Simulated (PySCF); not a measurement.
Consider C₃H₁₆Si₄.

Input

```
{"job": {"kind": "nmr", "xc": "PBE0", "basis": "pcSseg-1"}, "charge": 0, "multiplicity": 1}
C      0.965805    -1.912262     0.796483
Si     0.479787    -0.098698     0.723285
C      1.082692     0.692087    -0.876954
Si     2.922055     0.521537    -1.223568
C     -1.397173     0.104704     0.875607
Si    -2.363272    -1.072432    -0.231067
Si    -1.933488     1.889160     0.601168
H      2.060536    -2.022481     0.844759
H      0.613432    -2.458047    -0.093502
H      0.536826    -2.399704     1.685714
H      1.110345     0.627530     1.873098
H      0.841482     1.769805    -0.854814
H      0.525320     0.260980    -1.727311
H      3.313103     1.276673    -2.454036
H      3.288388    -0.915196    -1.423761
H      3.721942     1.047887    -0.073842
H     -1.656832    -0.150808     1.920782
H     -2.261296    -2.480217     0.262598
H     -3.811259    -0.696699    -0.283649
H     -1.825011    -1.025016    -1.626933
H     -3.290554     2.128487     1.181046
H     -0.968998     2.845107     1.232046
H     -1.990128     2.189400    -0.863796
```

Command:

```sh
OMP_NUM_THREADS=1 python probes_run.py task.json out
```

Geometry: PBE0-D3(BJ)/def2-SVP.

The calculation used PBE0/pcSseg-1, SCF density, gas phase, non-relativistic (PySCF).

**What will maps of the electron density and electron localisation function show?**

C–Si (1.88 Å): ρ is about 0.92 e/Å³ halfway; the ELF peaks at about 0.95 between the atoms: a shared electron pair.
C–H (1.11 Å): ρ is about 1.8 e/Å³ halfway; the ELF climbs to about 1 towards the hydrogen, as it does in any bond to H; a covalent bond by its length.
Si–H (1.50 Å): ρ is about 0.78 e/Å³ halfway; the ELF climbs to about 1 towards the hydrogen.

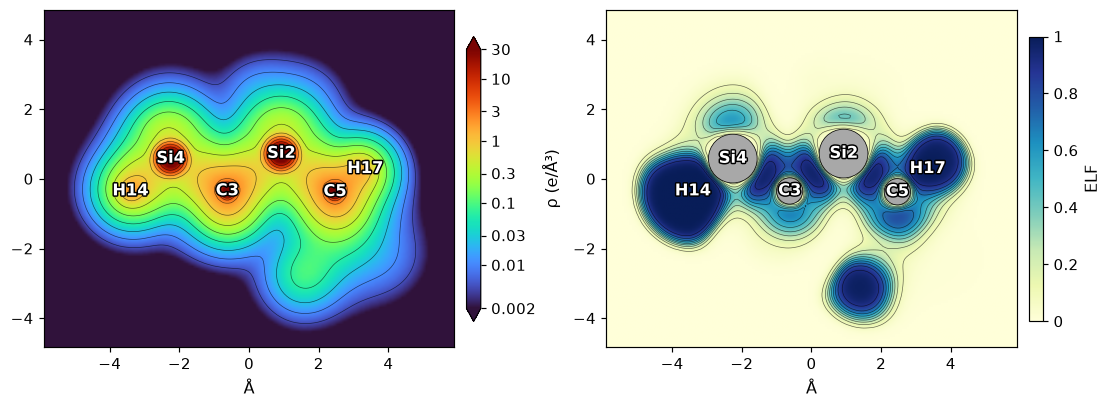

Computed electron density and electron localisation function on the plane of atoms C3, Si2 and C5, in this order. Grey discs cover the atomic cores in the ELF map. 
